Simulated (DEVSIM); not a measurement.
Device: abrupt Si n-p junction, at 500 K.

| layer (left to right) | material | thickness (μm) | Nd (cm⁻³) | Na (cm⁻³) | τn (s) | τp (s) |
|---|---|---|---|---|---|---|
| 1 | Si | 39.0 | 1.6e18 | - | 8.9e-7 | 8.9e-7 |
| 2 | Si | 2.00 | - | 1.2e14 | 8.9e-7 | 8.9e-7 |

Left contact: ohmic. Right contact: ohmic. Voltage is applied to the left contact. Recombination: SRH at mid-gap, radiative. Mobility is μmin + (μ − μmin)/(1 + (N/Nref)^α).

Constants are typed, rounded textbook-type inputs, not results; the design itself was drawn at random and stands for no fabricated device. Values at 300 K; Nc and Nv go as T^1.5, mobilities as T to minus their exponent, the gap by Varshni's rule with the affinity fixed.

```csv
parameter,Si
gap (eV),1.124
affinity (eV),4.05
permittivity,11.7
Nc (cm⁻³),2.86e19
Nv (cm⁻³),3.1e19
μn (cm²/Vs),1417
μp (cm²/Vs),470
"μn,min",52
"μp,min",45
"Nref,n",9.7e16
"Nref,p",2.2e17
αn,0.68
αp,0.72
T exponent of μn,2.3
T exponent of μp,2.2
B (cm³/s),4.7e-15
Varshni α (eV/K),0.000473
Varshni β (K),636
```

Simulated with DEVSIM: 1D drift-diffusion, Boltzmann statistics, complete ionisation; no tunnelling, impact ionisation, image-force lowering or self-heating.

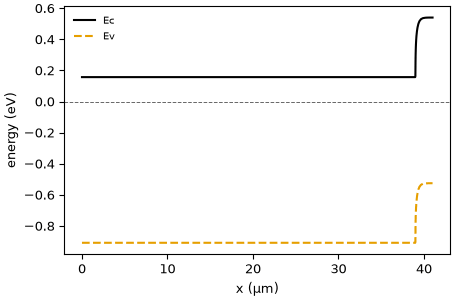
Fig. 1. Band edges at zero bias

Energies count from the Fermi level of the right contact; mesh points crowd at the junctions.

```csv
x (μm),Ec (eV),Ev (eV),n (cm⁻³),p (cm⁻³),field (V/cm)
0.000,0.157,-0.908,1.6e18,4.7e10,≈ 0
0.03735,0.157,-0.908,1.6e18,4.7e10,≈ 0
0.1265,0.157,-0.908,1.6e18,4.7e10,≈ 0
0.3604,0.157,-0.908,1.6e18,4.7e10,≈ 0
1.282,0.157,-0.908,1.6e18,4.7e10,≈ 0
3.179,0.157,-0.908,1.6e18,4.7e10,≈ 0
8.157,0.157,-0.908,1.6e18,4.7e10,≈ 0
24.93,0.157,-0.908,1.6e18,4.7e10,≈ 0
33.28,0.157,-0.908,1.6e18,4.7e10,≈ 0
36.77,0.157,-0.908,1.6e18,4.7e10,≈ 0
38.11,0.157,-0.908,1.6e18,4.7e10,≈ 0
38.75,0.157,-0.908,1.6e18,4.7e10,≈ 0
38.92,0.157,-0.908,1.6e18,4.7e10,≈ 0
38.98,0.158,-0.908,1.6e18,4.7e10,1300
39.02,0.297,-0.768,6.2e16,1.2e12,29000
39.09,0.398,-0.667,5.9e15,1.3e13,8800
39.24,0.477,-0.588,9.6e14,7.8e13,3000
39.65,0.530,-0.535,2.8e14,2.7e14,470
40.54,0.540,-0.525,2.2e14,3.4e14,≈ 0
40.82,0.540,-0.525,2.2e14,3.4e14,≈ 0
40.94,0.540,-0.525,2.2e14,3.4e14,≈ 0
41.00,0.540,-0.525,2.2e14,3.4e14,≈ 0
```
